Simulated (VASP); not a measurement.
Data:

```xyz
4
Lattice="3.1082 0.0000 0.0000 -1.5541 2.6917 0.0000 0.0000 0.0000 4.9741" Properties=species:S:1:pos:R:3 pbc="T T T"
Al     0.0000     1.7945     0.0001
Al     1.5541     0.8972     2.4871
N      0.0000     1.7945     1.9001
N      1.5541     0.8972     4.3871
```

Computed with PBE GGA with D3 dispersion (Becke-Johnson damping), VASP's PBE PAW potentials (set 64) (plane waves; VASP 6.6.1). Run with 520 eV cut-off, 9×9×5 Γ-centred mesh, tetrahedra with Blöchl corrections, potentials Al N.

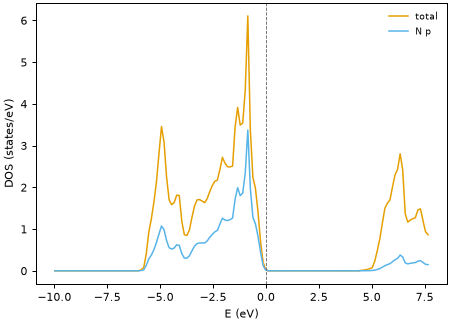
Figure: Total and projected density of states, zero at the valence-band maximum

Within 2 eV below the valence-band maximum the largest weight inside VASP's projection spheres is N p.

The gap is direct, 4.23 eV, from the valence maximum at Γ to the conduction minimum at Γ.

The structure comes from a measured AlN entry (P6_3mc) of the Crystallography Open Database, whose conditions weren't checked. It was relaxed first.
